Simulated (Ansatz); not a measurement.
**BNH5 (doublet): the correlation ladder at distance N1–H4 along a hydrogen transfer = 1.095 Å, cc-pVDZ**

Aim: climb from Hartree-Fock through coupled cluster and multireference methods for BNH5 (doublet) at one geometry and basis, and see what each rung misses.

Computed with Ansatz 0.2.0, Gaussian basis. Level: cc-pVDZ, core rule «outside noble gas», up to 2 orbitals frozen.

To be run: UHF; CCSD(T) on ROHF; CCSD(T) on UHF; BCCD(T) on ROHF; CISD; CCSDT(Q) on ROHF; CCSDT(Q) on UHF; CASSCF and MRCISD+Q, 3 electrons in 3 orbitals; CASSCF and NEVPT2, 3 electrons in 3 orbitals.

## 1. The geometry

The geometry derives from fragments relaxed apart (PBE0/def2-TZVP) and kept rigid, so it is no stationary point. A hydrogen atom is moved between rigid fragments.

7 atoms, charge 0, spin multiplicity 2.

Atoms are counted from 1 here; the program's logs count them from 0.

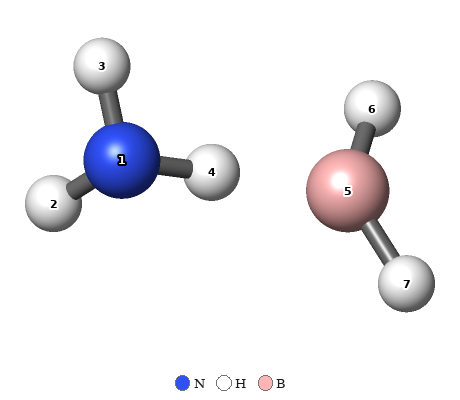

The geometry (nitrogen blue, hydrogen white, boron pink); atoms are numbered from 1 in the order of the file.

## 2. UHF

File in.yaml:

```yaml
crystal:
  periodic: [false, false, false]
  atoms:
    - {symbol: N, position_ang: [-1.236545, -0.019092, -0.029716]}
    - {symbol: H, position_ang: [-1.533824, 0.948742, -0.029716]}
    - {symbol: H, position_ang: [-1.533824, -0.421390, 0.850543]}
    - {symbol: H, position_ang: [-0.141545, -0.019092, -0.029716]}
    - {symbol: B, position_ang: [1.522455, -0.019092, -0.029716]}
    - {symbol: H, position_ang: [2.031529, -0.019092, 1.047292]}
    - {symbol: H, position_ang: [2.031528, -0.019092, -1.106725]}
basis:
  gaussian: {orbitals: cc-pVDZ}
magnetization: {spin_polarized: true, initial_magnetization: 1}
hamiltonian: {xc: hf}
output: {orbitals: {seedname: orbitals}}
```

The run is started by

```
$ ansatz run in.yaml --threads 1 --pin off --events-out ev --progress --plain --max-ram 4096MiB --backend cpu
```

Further steps of the session: CCSD(T) on ROHF; CCSD(T) on UHF; BCCD(T) on ROHF; CISD; CCSDT(Q) on ROHF; CCSDT(Q) on UHF; CASSCF and MRCISD+Q, 3 electrons in 3 orbitals; CASSCF and NEVPT2, 3 electrons in 3 orbitals.

**Question.** What will the summary of the whole plan be? Wanted: UCCSDT(Q) below the RHF energy; RMP2 from UCCSDT(Q); UMP2 from UCCSDT(Q); RCCSD from UCCSDT(Q); RCCSD(T) from UCCSDT(Q); UCCSD(T) from UCCSDT(Q); RCCSDT(Q) from UCCSDT(Q); NEVPT2 pair from UCCSDT(Q); T1 diagnostic.

As calculated:

| quantity | value |
| --- | --- |
| UCCSDT(Q) below the RHF energy | -8.4624 eV |
| RMP2 from UCCSDT(Q) | +1178.5 meV |
| UMP2 from UCCSDT(Q) | +1189.0 meV |
| RCCSD from UCCSDT(Q) | +207.7 meV |
| RCCSD(T) from UCCSDT(Q) | +33.8 meV |
| UCCSD(T) from UCCSDT(Q) | +34.0 meV |
| RCCSDT(Q) from UCCSDT(Q) | +0.5 meV |
| NEVPT2 pair from UCCSDT(Q) | +1201.7 meV |
| levels within 1 kcal/mol (43 meV) | RCCSD(T), UCCSD(T), BCCD(T), RCCSDT, UCCSDT, RCCSDT(Q) |
| T1 diagnostic | 0.019 |

What this shows: RCCSD(T) lands +33.8 meV from the yardstick (0.4 % of the correlation energy). These misses are within one basis, not against nature; the frozen cores of restricted and unrestricted runs differ, which can shift their rows.
